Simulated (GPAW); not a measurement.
BaTiO3 (P4mm): refractive index against wavelength

The refractive index of BaTiO3 (P4mm) along x below the direct gap (2.00 eV on the mesh) is read from one computed spectrum, n = √(Re ε). x, y and z are the Cartesian axes of the input cell.

Symmetry: P4mm, No. 99, tetragonal system. Conventional cell: a = 4.000 Å, b = 4.000 Å, c = 4.018 Å, α = 90.00°, β = 90.00°, γ = 90.00°. Ba on site a is surrounded by 12 O at 2.79 to 2.88 Å. Ti on site b has 6 O at 1.89 to 2.13 Å as nearest neighbours. Around O on site c lie 2 Ti at 2.00 Å. Around O on site b lie 2 Ti at 1.89 to 2.13 Å.

Method: GPAW 26.7.0, LDA, RPA, k-mesh 8×8×8, local fields up to 50 eV, Lorentzian half width 0.15 eV.

Launch of the response step: `OMP_NUM_THREADS=1 python df.py`. The run took 3.0 min, its band step included, on 1 thread of Arm Neoverse V1, with other jobs on the host.

```
wavelength (nm)  photon energy E (eV)       n
           3000                 0.413  2.4893
           2000                 0.620  2.4996
           1550                 0.800       ?
           1310                 0.946  2.5261
           1064                 1.165  2.5522
```

In the single-oscillator model n² − 1 = E₀E_d/(E₀² − E²), so 1/(n² − 1) = E₀/E_d − E²/(E₀E_d) is linear in E².

Working, on the rows shown:

| x = E² (eV²) | y = 1/(n² − 1) |
| --- | --- |
| 0.170801 | 0.192433 |
| 0.384302 | 0.190549 |
| 0.895757 | 0.185833 |
| 1.35784 | 0.181366 |

Means: x̄ = 0.70218, ȳ = 0.18755. Σ(x − x̄)(y − ȳ) = -0.007935, Σ(x − x̄)² = 0.8508. Slope = -0.007935 / 0.8508 = -0.009327; intercept = ȳ − slope · x̄ = 0.19409. Turned back into n, the line misses the rows shown by at most 0.00054.

Q: What does the fit predict for the withheld row, and how well does it do?

A: At x = 0.63984 the line gives y = 0.18813, that is 2.5131. The run gave 2.5126, so the interpolation is off by 0.00048, 0.8 % of the range in the table.

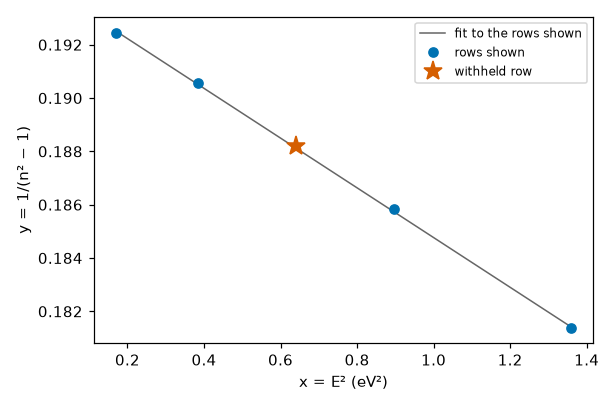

Refitted with all rows, the slope is -0.009332 and the intercept 0.19411. These give E₀ = √(intercept/−slope) = 4.56 eV and E_d = E₀/intercept = 23.5 eV; E₀ is 2.3 times the direct gap. The electronic limit at long wavelengths, without lattice vibrations, is n = √(1 + 1/intercept) = 2.480. The cell comes from an older database entry, whose edges can be off by a per cent or so. Excitons are left out; LDA gaps are as a rule too small. The values come from a sum over the points of one k-mesh and carry its error, which grows as the direct gap shrinks. This version of GPAW has incomplete matrix elements in the optical limit, which can lower ε − 1 by up to a tenth where first-row anions or d states rule. Spin-orbit coupling is left out.

[Logs are printed without paths, hosts, clocks, repeated set-up lines and the standing remarks that a program may print on its own settings, such as how far it seeks lower states.]
